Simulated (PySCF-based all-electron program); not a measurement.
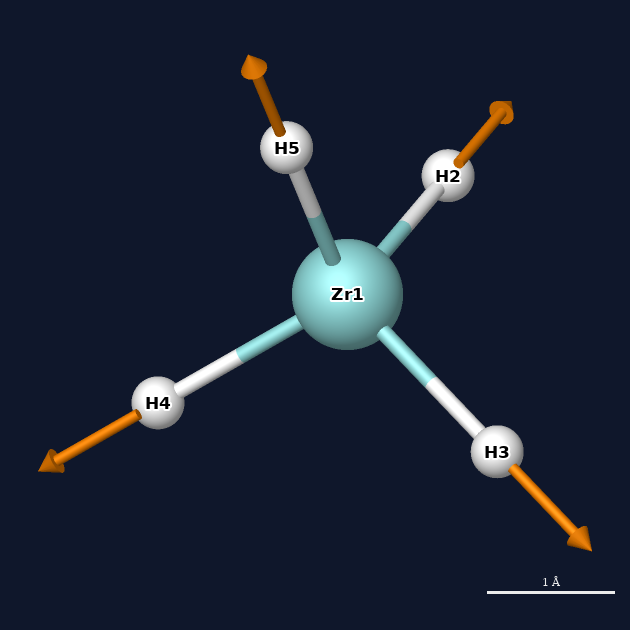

Arrows show the forces on the atoms, 8 Å of arrow for 1 eV/Å; forces under a tenth of the largest aren't drawn. Charge 0, singlet. Level of theory: PBE, all-electron, scalar-relativistic (Koelling-Harmon), large uncontracted Gaussian sets (PySCF-based all-electron program).

List the force components in the frame of the picture (x right, y up, z towards the viewer), in eV/Å.

```
atom     Fx     Fy     Fz
 Zr1   0.00   0.00   0.00
  H2   0.05   0.06  −0.09
  H3   0.08  −0.08   0.04
  H4  −0.10  −0.06  −0.04
  H5  −0.03   0.08   0.09
```
